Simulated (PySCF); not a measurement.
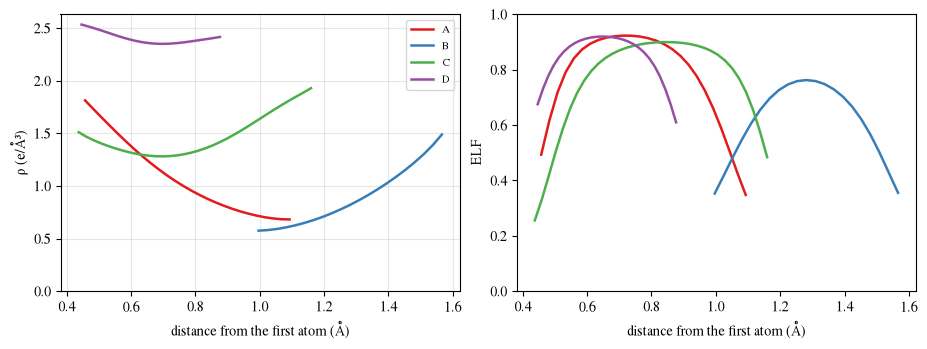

The picture shows: C₂H₃BrClGa. Total electron density and ELF along straight lines between neighbouring atoms. The curves leave out the atomic cores.

Geometry: GFN2-xTB.

Level of theory: CAM-B3LYP/def2-SVPD, SCF density, gas phase in PySCF 2.14.0.

The calculation's input:

```
{"job": {"kind": "uv", "xc": "CAM-B3LYP", "basis": "def2-SVPD", "nstates": 8, "ntriplets": 3}, "charge": 0, "multiplicity": 1}
Cl    -0.629570     1.257091    -1.152844
C     -1.343809     0.153508     0.002651
C     -0.496571    -0.671328     0.596222
Ga     1.253034    -0.100690    -0.268505
Br     2.663880     1.272916     0.876718
H     -2.412384     0.267254     0.110033
H     -0.882841    -1.370214     1.326803
H      1.857319    -0.799124    -1.515643
```

Launched as:

```sh
OMP_NUM_THREADS=1 python probes_run.py task.json out
```

Which curve belongs to which contact (C–C, C–Cl, C–Ga and Ga–Br)? The first atom named is at distance zero.

Curve A: C–Ga (2.03 Å): ρ at the midpoint is about 0.7 e/Å³; the ELF peaks at about 0.90 in the valence shell of C, 0.7 Å from its nucleus, and is about 0.60 at the midpoint. Curve B: Ga–Br (2.28 Å): ρ at the midpoint is about 0.65 e/Å³; the ELF peaks at about 0.75 in the valence shell of Br, 1.0 Å from its nucleus, and is about 0.65 at the midpoint. Curve C: C–Cl (1.75 Å): ρ at the midpoint is about 1.4 e/Å³; the ELF peaks at about 0.90 between the atoms, as expected for a covalent bond. Curve D: C–C (1.32 Å): ρ at the midpoint is about 2.4 e/Å³; the ELF peaks at about 0.90 between the atoms (a short, multiple covalent bond).
